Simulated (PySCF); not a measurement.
SMILES C1COCCO1 at its B3LYP/def2-SVP optimised geometry (Å):

```
14

C      0.3160     0.6090     2.3146
C     -0.5411    -0.6468     2.2521
O     -0.2451    -1.4337     1.1088
C      0.2494    -0.6989     0.0000
C     -0.2544     0.7369     0.0000
O      0.1315     1.4337     1.1745
H      0.0521     1.2044     3.2047
H      1.3821     0.3212     2.4149
H     -0.3639    -1.2717     3.1434
H     -1.6124    -0.3609     2.2578
H      1.3583    -0.6989     0.0000
H     -0.0784    -1.2160    -0.9173
H      0.1582     1.2837    -0.8643
H     -1.3583     0.7385    -0.1054
```

Calculation: PySCF with B3LYP/def2-TZVP. Cells within 0.4 Å of a nucleus heavier than hydrogen are left out (blank, or x).

Map of the log10 of the electron density (e/bohr³), floored at −4 on the plane z = 1.5 Å:

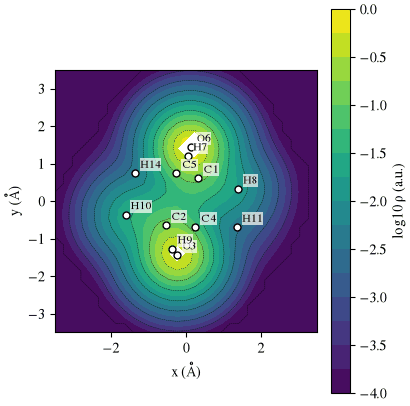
Fig. 1. Log10 of the electron density (e/bohr³), floored at −4 on the plane z = 1.5 Å.
